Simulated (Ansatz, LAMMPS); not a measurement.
# Relaxing glassy Ca3Al2Si3O12 (120 atoms), part 2 of 3

Aim: bring glassy Ca3Al2Si3O12 (120 atoms) to a nearby minimum of the energy and see what moves.

Ansatz 0.2.0; Kohn-Sham DFT, PBE, PAW (set soft_2), plane waves.

The cell: 12 Al, 18 Ca, 72 O and 18 Si. The quench rate of 10 K/ps is many orders above laboratory rates. The network of bonds at the start is that of the classical potential that made the cell. Sampling is at Γ alone, for a cell whose shortest periodic width is 12 Å.

So far. Step 3 (Single point at the start): Neighbours are counted within 3.08 Å (O-Ca), 2.12 Å (O-Si), 2.33 Å (O-Al).

### Step 4. Cell and atoms relaxed

Cell and atoms are freed together, to release stress as well as forces.

Contents of input.yaml:

```yaml
crystal:
  lattice:
    - [11.66705, 0.0, 0.0]
    - [0.0, 11.66705, 0.0]
    - [0.0, 0.0, 11.66705]
  atoms:
    [... the 120 atom lines of step 3 ...]
kpoints:
  mp_grid: { grid: [1, 1, 1] }
hamiltonian:
  xc: pbe
scf:
  occupations: { method: fixed }
output:
  forces: true
relax:
  f_tol: 0.05
  max_steps: 200
  cell: {}
```

Launch:

```
$ ansatz run input.yaml --threads 4 --pin off --max-ram 8192MiB --backend cpu --events-out ev --progress --plain --runs-dir out
```

Numbers of over 12 decimals in the logs are rounded to 6 here.

The program printed:

```text
[...]
Crystal: 120 atoms, lattice volume = 1588.119 Å³
Basis set: ecut = 420 eV, 31103 PW (Γ), exchange–correlation on 160×160×160 points (8 copies of the dense FFT grid, shifted against one another)
Bands: 480, of which v1, the nominal top of the filled ones, is band 360 counted from 1 (359 counted from 0)
Symmetry: 1 space group operations
[...]
k-points: 1
[...]
SCF iter   1: F=—  HF=-91612.448718 eV  |F-HF|=—  |Δ(HF+E_count)|=         —  Δρ=2.03e-3  dr2=8.66e-2  ethr=1.77e-3  ⟨swp⟩=8.0  Hψ=1603  notcnv=0  defer=118
[...]
SCF iter   3: F=—  HF=-91612.467114 eV  |F-HF|=—  |Δ(HF+E_count)|=   3.72e-3  Δρ=4.67e-4  dr2=5.45e-3  ethr=2.75e-6  ⟨swp⟩=3.0  Hψ=598  notcnv=0  defer=110
automatic band count: iteration 3 solves 472 bands in place of 480: the levels show a gap, and the empty bands left out lie too high to hold charge; the band table lists the bands solved (type scf.n_extra_bands for more)
SCF iter   4: F=—  HF=-91612.467433 eV  |F-HF|=—  |Δ(HF+E_count)|=   3.19e-4  Δρ=1.51e-4  dr2=4.03e-4  ethr=7.57e-7  ⟨swp⟩=3.0  Hψ=599  notcnv=0  defer=110
[...]
SCF iter   9: F=-91612.467575 eV  HF=-91612.467575 eV  |F-HF|=3.02e-8  |Δ(HF+E_count)|=   1.47e-8  Δρ=1.81e-6  dr2=5.00e-8  ethr=1.39e-11  ⟨swp⟩=3.0  Hψ=1503  notcnv=0
SCF 1 converged in 9 iterations: F = -91612.467575 eV  dr2 = 5.00e-8
[...]
relax step   1: F+E_penalty+E_count = -91612.46757473 eV  Δ(F+E_penalty+E_count) = +0.000e0 eV  max|allowed force component| = 7.821e0 eV/Å  Δτ_max = 0.0000 Å  P = +5.828 GPa  Ω = 1588.119 Å³  (9 SCF iters, dr2 threshold 1.00e-7 eV, accepted)
[... from here on, the SCF cycles and remarks between the steps are left out ...]
relax step   2: F+E_penalty+E_count = -91619.61420873 eV  Δ(F+E_penalty+E_count) = -7.147e0 eV  max|allowed force component| = 4.061e0 eV/Å  Δτ_max = 0.1968 Å  P = +3.629 GPa  Ω = 1580.808 Å³  energy of the carried Pulay correction = +2.367e-2 eV  (7 SCF iters, dr2 threshold 1.20e-5 eV, accepted)
relax step   3: F+E_penalty+E_count = -91623.78970361 eV  Δ(F+E_penalty+E_count) = -4.175e0 eV  max|allowed force component| = 1.764e0 eV/Å  Δτ_max = 0.2000 Å  P = +1.249 GPa  Ω = 1585.172 Å³  energy of the carried Pulay correction = +9.531e-3 eV  (8 SCF iters, dr2 threshold 1.20e-5 eV, accepted)
relax step   4: F+E_penalty+E_count = -91624.82742641 eV  Δ(F+E_penalty+E_count) = -1.038e0 eV  max|allowed force component| = 5.680e-1 eV/Å  Δτ_max = 0.2000 Å  P = +0.416 GPa  Ω = 1589.396 Å³  energy of the carried Pulay correction = -4.123e-3 eV  (7 SCF iters, dr2 threshold 1.20e-5 eV, accepted)
relax step   5: F+E_penalty+E_count = -91624.74172303 eV  Δ(F+E_penalty+E_count) = +8.570e-2 eV  max|allowed force component| = 7.158e-1 eV/Å  Δτ_max = 0.2000 Å  P = -0.059 GPa  Ω = 1595.264 Å³  energy of the carried Pulay correction = -2.303e-2 eV  (7 SCF iters, dr2 threshold 1.20e-5 eV, rejected (line search))
relax step   6: F+E_penalty+E_count = -91625.05955466 eV  Δ(F+E_penalty+E_count) = -2.321e-1 eV  max|allowed force component| = 2.971e-1 eV/Å  Δτ_max = 0.0982 Å  P = -0.009 GPa  Ω = 1592.127 Å³  energy of the carried Pulay correction = -1.293e-2 eV  (12 SCF iters, accepted)
relax step   7: F+E_penalty+E_count = -91625.12717524 eV  Δ(F+E_penalty+E_count) = -6.762e-2 eV  max|allowed force component| = 2.073e-1 eV/Å  Δτ_max = 0.1000 Å  P = -0.011 GPa  Ω = 1591.712 Å³  energy of the carried Pulay correction = -1.159e-2 eV  (7 SCF iters, dr2 threshold 5.52e-6 eV, accepted)
relax step   8: F+E_penalty+E_count = -91625.16193632 eV  Δ(F+E_penalty+E_count) = -3.476e-2 eV  max|allowed force component| = 1.267e-1 eV/Å  Δτ_max = 0.1500 Å  P = -0.091 GPa  Ω = 1593.322 Å³  energy of the carried Pulay correction = -1.678e-2 eV  (7 SCF iters, dr2 threshold 2.69e-6 eV, accepted)
relax step   9: F+E_penalty+E_count = -91625.11105587 eV  Δ(F+E_penalty+E_count) = +5.088e-2 eV  max|allowed force component| = 2.113e-1 eV/Å  Δτ_max = 0.1481 Å  P = -0.239 GPa  Ω = 1603.774 Å³  energy of the carried Pulay correction = -5.032e-2 eV  (9 SCF iters, dr2 threshold 1.00e-6 eV, rejected (line search))
relax step  10: F+E_penalty+E_count = -91625.18991722 eV  Δ(F+E_penalty+E_count) = -2.798e-2 eV  max|allowed force component| = 9.381e-2 eV/Å  Δτ_max = 0.0722 Å  P = +0.065 GPa  Ω = 1593.559 Å³  energy of the carried Pulay correction = -1.754e-2 eV  (12 SCF iters, accepted)
relax step  11: F+E_penalty+E_count = -91625.19791515 eV  Δ(F+E_penalty+E_count) = -7.998e-3 eV  max|allowed force component| = 3.975e-2 eV/Å  Δτ_max = 0.0501 Å  P = +0.004 GPa  Ω = 1594.153 Å³  energy of the carried Pulay correction = -1.945e-2 eV  (7 SCF iters, dr2 threshold 5.50e-7 eV, accepted)
relax step  12: F+E_penalty+E_count = -91625.26099395 eV  Δ(F+E_penalty+E_count) = -6.308e-2 eV  max|allowed force component| = 3.958e-2 eV/Å  Δτ_max = 0.0000 Å  P = +0.072 GPa  Ω = 1594.153 Å³  stress off target by 3.04e-1 GPa  SCF on the basis re-selected at this cell (its energy is not comparable with the rows above)  (7 SCF iters)
relax step  13: F+E_penalty+E_count = -91625.24856821 eV  Δ(F+E_penalty+E_count) = +1.243e-2 eV  max|allowed force component| = 1.514e-1 eV/Å  Δτ_max = 0.1500 Å  P = +0.061 GPa  Ω = 1595.268 Å³  energy of the carried Pulay correction = -3.447e-3 eV  (9 SCF iters, dr2 threshold 2.31e-7 eV, rejected (line search))
relax step  14: F+E_penalty+E_count = -91625.25771116 eV  Δ(F+E_penalty+E_count) = +3.283e-3 eV  max|allowed force component| = 8.617e-2 eV/Å  Δτ_max = 0.0565 Å  P = -0.048 GPa  Ω = 1597.266 Å³  energy of the carried Pulay correction = -1.013e-2 eV  (12 SCF iters, accepted)
relax step  15: F+E_penalty+E_count = -91625.25964383 eV  Δ(F+E_penalty+E_count) = -1.933e-3 eV  max|allowed force component| = 3.508e-2 eV/Å  Δτ_max = 0.0515 Å  P = +0.015 GPa  Ω = 1598.087 Å³  energy of the carried Pulay correction = -1.286e-2 eV  (7 SCF iters, dr2 threshold 4.64e-7 eV, accepted)
relax step  16: F+E_penalty+E_count = -91625.27410949 eV  Δ(F+E_penalty+E_count) = -1.447e-2 eV  max|allowed force component| = 3.502e-2 eV/Å  Δτ_max = 0.0000 Å  P = +0.019 GPa  Ω = 1598.087 Å³  stress off target by 6.50e-2 GPa  SCF on the basis re-selected at this cell (its energy is not comparable with the rows above)  (7 SCF iters)
relax step  17: F+E_penalty+E_count = -91625.27411603 eV  Δ(F+E_penalty+E_count) = -6.546e-6 eV  max|allowed force component| = 4.000e-2 eV/Å  Δτ_max = 0.0236 Å  P = +0.011 GPa  Ω = 1598.654 Å³  energy of the carried Pulay correction = -1.892e-3 eV  (8 SCF iters, dr2 threshold 1.06e-8 eV, accepted)
relax step  18: F+E_penalty+E_count = -91625.27617677 eV  Δ(F+E_penalty+E_count) = -2.061e-3 eV  max|allowed force component| = 4.001e-2 eV/Å  Δτ_max = 0.0000 Å  P = +0.012 GPa  Ω = 1598.654 Å³  stress off target by 2.71e-2 GPa  SCF on the basis re-selected at this cell (its energy is not comparable with the rows above)  (5 SCF iters)
[...]
SCF converged after 5 iterations
Free energy (F): -91625.276177 eV
[...]
Internal energy: -91625.276177 eV  (E = F + TS)
E sigma→0 (E₀):  -91625.276177 eV
Fermi energy:    4.826487 eV
[...]
--- Forces (eV/Å), atoms counted from 1 ---
  atom   1  Al     0.01965678    -0.00489065     0.00739938
  atom   2  Al     0.00231136    -0.00769007    -0.00709386
  atom   3  Al    -0.00296719    -0.00238256     0.00034993
  atom   4  Al     0.00125898     0.00671484    -0.01053976
  atom   5  Al     0.00265028    -0.00896230    -0.00037233
  atom   6  Al    -0.00616615    -0.00436380     0.00234075
  atom   7  Al    -0.00555085    -0.00756859     0.01017492
  atom   8  Al    -0.00258133    -0.00245574     0.00813990
  atom   9  Al     0.00572459     0.00603671     0.01746352
  atom  10  Al     0.00642795    -0.01109305    -0.00726673
  atom  11  Al     0.00739790    -0.00773159     0.00502390
  atom  12  Al     0.00135003    -0.01004300     0.00344219
  atom  13  Ca    -0.00546497     0.00348629     0.00370933
  atom  14  Ca     0.02084511    -0.00653374     0.00536686
[...]
atom 119  Si     0.00848132     0.01195295     0.01631194
  atom 120  Si    -0.02748226    -0.01281138    -0.02512020
  max |Σ_I F_I| component: 2.23e-4 eV/Å
--- Stress (GPa, compression-positive) ---
        0.025759       0.000788      -0.004852
        0.000793       0.000895       0.000049
       -0.004853       0.000051       0.009496
  P = ⅓ Tr σ = 0.0121 GPa (0.121 kbar)
--- Relaxed structure (15 steps of the walk, 12 accepted, 3 SCFs on fresh bases) ---
  F+E_penalty+E_count = -91625.27617677 eV   max|allowed force component| = 4.001e-2 eV/Å   (the final SCF, on the basis selected at the relaxed cell)
  cell:  # Å, volume = 1598.6544 Å³
    - [11.913951, -0.230574, 0.033685]
    - [-0.230574, 11.607365, -0.196071]
    - [0.033685, -0.196071, 11.568027]
  atoms:
    - { symbol: Al, position: [0.155684, 0.826127, 0.659842] }
    - { symbol: Al, position: [0.415613, 0.876166, 0.320243] }
    - { symbol: Al, position: [0.012266, 0.945090, 0.895613] }
    - { symbol: Al, position: [0.600621, 0.302018, 0.502399] }
[...]
- { symbol: Si, position: [0.718066, 0.742758, 0.250933] }
```

It took 5.3 min on 4 threads of Arm Neoverse V2, shared host; peak memory 2.1 GiB; 20 min of CPU time.

The steps of the relaxation:

| step | energy less that of the first step (eV) | largest force component (eV/Å) | pressure (GPa) | volume (Å³) |
| --- | --- | --- | --- | --- |
| 1 | 0.0000 | 7.8206 | 5.83 | 1588.12 |
| 2 | -7.1466 | 4.0607 | 3.63 | 1580.81 |
| 3 | -11.3221 | 1.7643 | 1.25 | 1585.17 |
| 4 | -12.3599 | 0.5680 | 0.42 | 1589.40 |
| 5 | -12.2741 | 0.7158 | -0.06 | 1595.26 |
| 6 | -12.5920 | 0.2971 | -0.01 | 1592.13 |
| 7 | -12.6596 | 0.2073 | -0.01 | 1591.71 |
| 8 | -12.6944 | 0.1267 | -0.09 | 1593.32 |
| 9 | -12.6435 | 0.2113 | -0.24 | 1603.77 |
| 10 | -12.7223 | 0.0938 | 0.07 | 1593.56 |
| 11 | -12.7303 | 0.0397 | 0.00 | 1594.15 |
| 12* | -12.7934 | 0.0396 | 0.07 | 1594.15 |
| 13 | -12.7810 | 0.1514 | 0.06 | 1595.27 |
| 14 | -12.7901 | 0.0862 | -0.05 | 1597.27 |
| 15 | -12.7921 | 0.0351 | 0.02 | 1598.09 |
| 16* | -12.8065 | 0.0350 | 0.02 | 1598.09 |
| 17 | -12.8065 | 0.0400 | 0.01 | 1598.65 |
| 18* | -12.8086 | 0.0400 | 0.01 | 1598.65 |

Relaxation steps marked * repeat the geometry before them on a plane-wave basis chosen anew for their cell, so energy and pressure can jump there. Relaxation steps 5, 9, 13 were tried and not accepted.

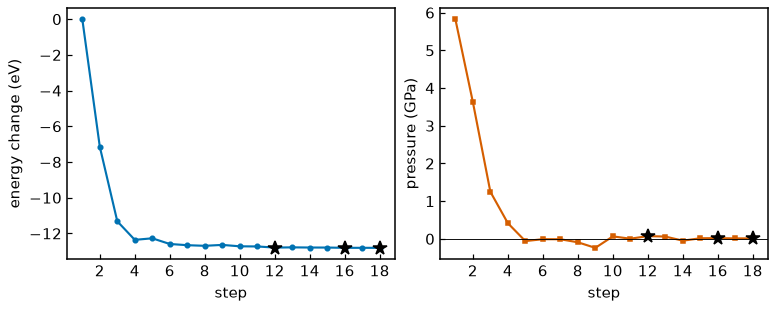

Energy and pressure along the relaxation. Stars mark steps on a basis chosen anew.

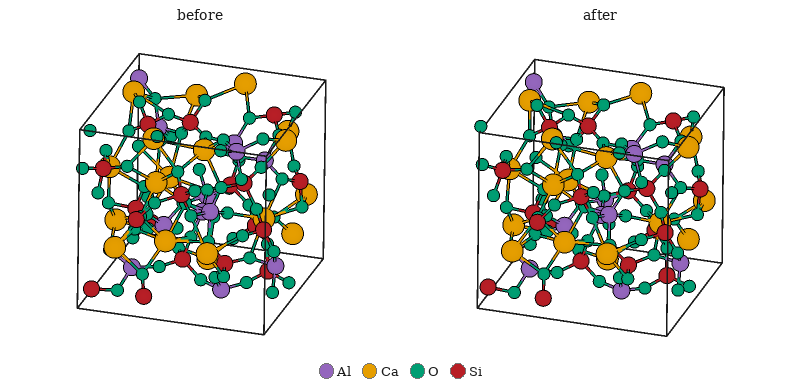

Before and after, at one scale. Bonds to atoms that aren't drawn are left out.

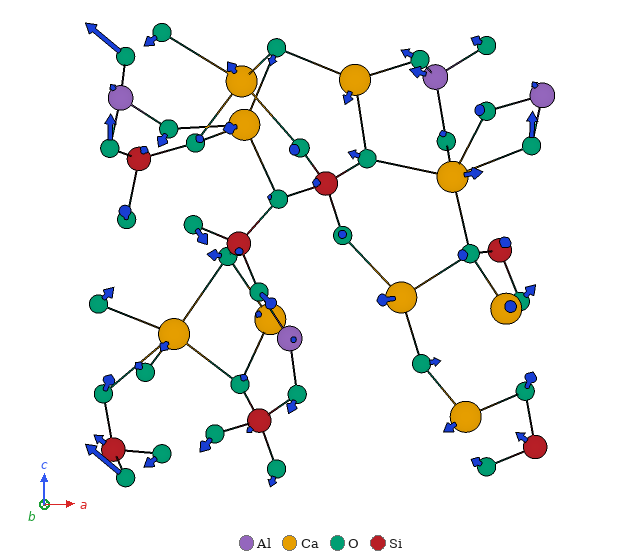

Displacements in the relaxation, exaggerated, measured against the changing cell; the longest in the cell stands for 0.68 Å. Drawn is a slice 4 Å thick, seen along the normal of the ac plane.

| cell as run | before | after | change |
| --- | --- | --- | --- |
| a (Å) | 11.667 | 11.916 | +2.1 % |
| b (Å) | 11.667 | 11.611 | -0.5 % |
| c (Å) | 11.667 | 11.570 | -0.8 % |
| α (°) | 90.00 | 91.94 | +2.2 % |
| β (°) | 90.00 | 89.65 | -0.4 % |
| γ (°) | 90.00 | 92.25 | +2.5 % |
| volume (Å³/atom) | 13.23 | 13.32 | +0.7 % |

The atoms that moved most (Å, as changes of fractional coordinates times the final cell):

| atom | dx | dy | dz | length |
| --- | --- | --- | --- | --- |
| O46 | -0.516 | -0.103 | 0.437 | 0.684 |
| O88 | -0.062 | -0.529 | 0.182 | 0.563 |
| O87 | 0.219 | 0.446 | -0.222 | 0.544 |
| O97 | 0.129 | -0.309 | -0.331 | 0.471 |
| Ca26 | -0.227 | 0.377 | -0.066 | 0.445 |
| Al12 | 0.158 | 0.196 | 0.341 | 0.424 |
| O92 | 0.151 | 0.176 | 0.328 | 0.402 |
| O66 | 0.012 | 0.009 | 0.397 | 0.398 |

The relaxation changed the energy by -107 meV/atom, and atoms moved by 0.24 Å r.m.s., 0.68 Å at most.

### Step 5. Distances and neighbours after relaxation

Bonds before and after, by the cutoffs listed below:

| pair | bonds before | bonds after | mean before (Å) | mean after (Å) | spread before (Å) | spread after (Å) |
| --- | --- | --- | --- | --- | --- | --- |
| O-Ca | 107 | 106 | 2.522 | 2.457 | 0.175 | 0.168 |
| O-Si | 72 | 72 | 1.611 | 1.648 | 0.058 | 0.028 |
| O-Al | 50 | 51 | 1.776 | 1.801 | 0.097 | 0.054 |

Density 2.81 g/cm³, 13.32 Å³ an atom.

Pair distribution functions g(r), in bins of 0.2 Å:

| r (Å) | total | O-O | O-Ca | O-Si | O-Al | Ca-Ca | Ca-Si |
| --- | --- | --- | --- | --- | --- | --- | --- |
| 1.50 | 0.11 | 0.00 | 0.00 | 0.59 | 0.00 | 0.00 | 0.00 |
| 1.70 | 3.02 | 0.00 | 0.00 | 12.43 | 6.45 | 0.00 | 0.00 |
| 1.90 | 0.62 | 0.00 | 0.00 | 0.00 | 5.18 | 0.00 | 0.00 |
| 2.10 | 0.08 | 0.00 | 0.43 | 0.00 | 0.00 | 0.00 | 0.00 |
| 2.30 | 0.63 | 0.00 | 3.53 | 0.00 | 0.00 | 0.00 | 0.00 |
| 2.50 | 0.91 | 0.73 | 3.60 | 0.00 | 0.00 | 0.00 | 0.00 |
| 2.70 | 1.57 | 3.88 | 0.75 | 0.00 | 0.19 | 0.00 | 0.00 |
| 2.90 | 0.90 | 1.82 | 0.48 | 0.23 | 0.08 | 0.00 | 0.47 |
| 3.10 | 0.95 | 1.00 | 0.55 | 0.31 | 0.22 | 0.39 | 1.85 |
| 3.30 | 0.92 | 0.90 | 0.36 | 0.63 | 0.73 | 1.08 | 2.67 |
| 3.50 | 1.10 | 0.82 | 0.76 | 1.08 | 0.84 | 1.94 | 4.62 |
| 3.70 | 1.03 | 0.78 | 0.83 | 1.35 | 1.29 | 1.46 | 2.59 |
| 3.90 | 0.92 | 0.63 | 1.01 | 1.21 | 1.36 | 1.56 | 1.17 |
| 4.10 | 1.04 | 0.67 | 1.17 | 1.37 | 1.92 | 0.72 | 0.58 |
| 4.30 | 1.19 | 0.66 | 1.20 | 1.88 | 1.95 | 1.26 | 0.83 |
| 4.50 | 0.98 | 0.87 | 1.24 | 1.21 | 0.92 | 0.78 | 0.68 |
| 4.70 | 0.97 | 1.11 | 1.33 | 0.82 | 0.77 | 0.55 | 0.45 |
| 4.90 | 1.04 | 1.35 | 1.32 | 0.72 | 0.61 | 0.65 | 0.49 |
| 5.10 | 1.05 | 1.14 | 1.29 | 0.62 | 0.74 | 0.90 | 1.05 |
| 5.30 | 1.04 | 1.34 | 0.89 | 0.73 | 0.81 | 1.11 | 0.76 |
| 5.50 | 0.89 | 1.06 | 0.67 | 1.00 | 0.71 | 0.52 | 0.46 |
| 5.70 | 0.96 | 1.05 | 0.70 | 0.97 | 0.93 | 0.95 | 0.84 |

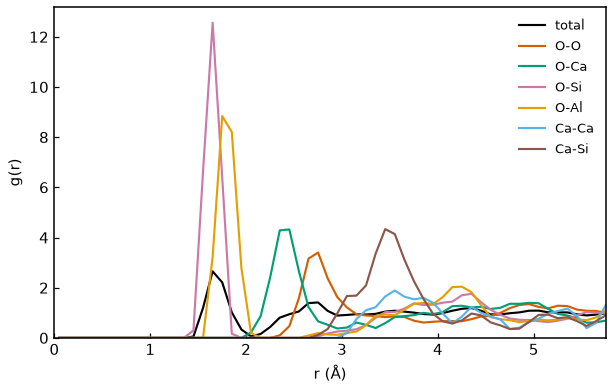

Pair distribution functions, lightly smoothed.

Bonds by pair of elements; cutoffs follow the first minimum of g(r), held within bounds set by covalent radii, and pairs that aren't listed don't count as bonded:

| pair A-B | cutoff (Å) | bonds | mean length (Å) | spread (Å) | shortest (Å) | B about A | A about B |
| --- | --- | --- | --- | --- | --- | --- | --- |
| O-Ca | 2.98 | 106 | 2.46 | 0.168 | 2.11 | 1.47 | 5.89 |
| O-Si | 2.08 | 72 | 1.65 | 0.028 | 1.59 | 1 | 4 |
| O-Al | 2.27 | 51 | 1.80 | 0.054 | 1.71 | 0.708 | 4.25 |

How many atoms have how many bonded neighbours:

| element | mean | 2 | 3 | 4 | 5 | 6 | 7 |
| --- | --- | --- | --- | --- | --- | --- | --- |
| Al | 4.25 | 0 | 0 | 9 | 3 | 0 | 0 |
| Ca | 5.89 | 0 | 0 | 2 | 3 | 8 | 5 |
| O | 3.18 | 11 | 38 | 22 | 1 | 0 | 0 |
| Si | 4 | 0 | 0 | 18 | 0 | 0 | 0 |

Bond angles (no mean is given where the spread exceeds 20°):

| angle | count | mean (°) | spread (°) |
| --- | --- | --- | --- |
| O-Ca-O | 267 | - | - |
| O-Si-O | 108 | 109 | 5 |
| Ca-O-Si | 101 | 116 | 18.6 |
| O-Al-O | 84 | 108 | 17.1 |
| Al-O-Ca | 58 | 107 | 16.2 |

Oxygen atoms by the number of network formers (Si, P, Ge, B, Al, As, Ga) bound to them:

| network formers bound to O | O atoms | per cent |
| --- | --- | --- |
| 0 | 0 | 0 |
| 1 | 21 | 29.2 |
| 2 | 51 | 70.8 |

Network units: each former by its oxygen neighbours and how many of them bridge to another former:

| former | O neighbours | bridging O | atoms |
| --- | --- | --- | --- |
| Si | 4 | 2 | 7 |
| Si | 4 | 3 | 6 |
| Si | 4 | 4 | 5 |
| Al | 4 | 3 | 1 |
| Al | 4 | 4 | 8 |
| Al | 5 | 5 | 3 |

Bond length by coordination (bonds to H left out):

| element | coordination | atoms | mean bond length (Å) |
| --- | --- | --- | --- |
| Al | 4 | 9 | 1.78 |
| Al | 5 | 3 | 1.86 |
| Ca | 4 | 2 | 2.33 |
| Ca | 5 | 3 | 2.41 |
| Ca | 6 | 8 | 2.47 |
| Ca | 7 | 5 | 2.48 |
| O | 2 | 11 | 1.69 |
| O | 3 | 38 | 2.00 |
| O | 4 | 22 | 2.21 |
| O | 5 | 1 | 2.35 |

Rings of the network by King's shortest-path rule, up to 12 atoms, one path for each pair of neighbours; H, halogens, alkali and alkaline-earth atoms are left out, and the last column divides by all other atoms, bonded or not:

| ring size (atoms) | rings | per network atom |
| --- | --- | --- |
| 4 | 1 | 0.01 |
| 6 | 2 | 0.02 |
| 8 | 1 | 0.01 |
| 10 | 7 | 0.069 |
| 12 | 9 | 0.088 |

First main peaks of g(r), for some of the pairs, lie near 2.7 Å (O-O), 2.4 Å (O-Ca), 1.6 Å (O-Si), 1.8 Å (O-Al), 3.6 Å (Ca-Ca) and 3.5 Å (Ca-Si). With the cutoffs above, 75 % of Al atoms have 4, 44 % of Ca atoms have 6, 53 % of O atoms have 3 and all Si atoms have 4 bonded neighbours. 71 % of the oxygens bridge two formers (Si and Al) and 29 % are non-bridging. The commonest Si unit has 4 oxygens, 2 of them shared with other formers (7 of 18 atoms). Rings of 12 atoms are the most common (45 % of those counted); sizes run from 4 to 12, where the search stops.

(Continued in part 3 of 3.)

[Logs are printed without paths, hosts, clocks, repeated set-up lines and the standing remarks that a program may print on its own settings, such as how far it seeks lower states.]

[Hosts, paths, dates, database ids (printed as entryN), source tags and the programs' standing remarks are cut or masked in the printed files.]
